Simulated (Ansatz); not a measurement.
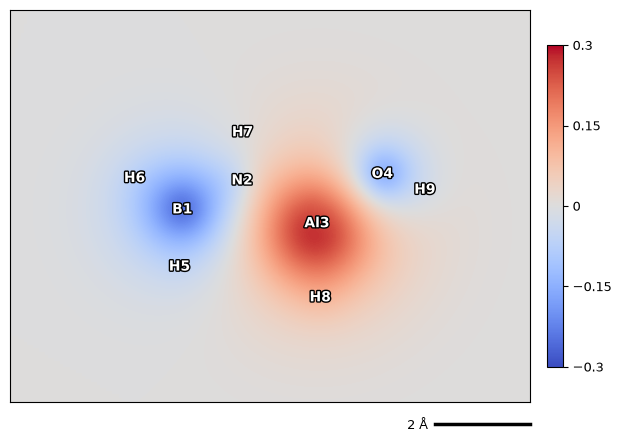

Figure 1: AlBH₅NO. One frontier orbital on a plane 0.8 Å above the molecular plane (values in Å⁻³ᐟ²; the overall sign is arbitrary).

All numbers below come from Ansatz 0.2.0, RKS B3LYP-D4/cc-pVDZ.

```xyz
9

B    -0.2891    1.5746   -0.9216
N    -0.3792    0.6729    0.1542
Al    0.3705   -0.9896    0.1757
O     0.0793   -1.8547    1.6432
H     0.3256    1.2403   -1.9101
H    -0.8141    2.6623   -0.8629
H    -0.9045    0.9899    0.9682
H     1.1968   -1.5503   -1.0428
H     0.4147   -2.7454    1.7961
```

### Which orbital is it: HOMO or LUMO?

The LUMO, at −0.71 eV. By Hirshfeld shares it lies mainly on Al3 (about 60 %), B1 (about 15 %) and O4 (about 10 %); it changes sign across the molecular plane (π type).
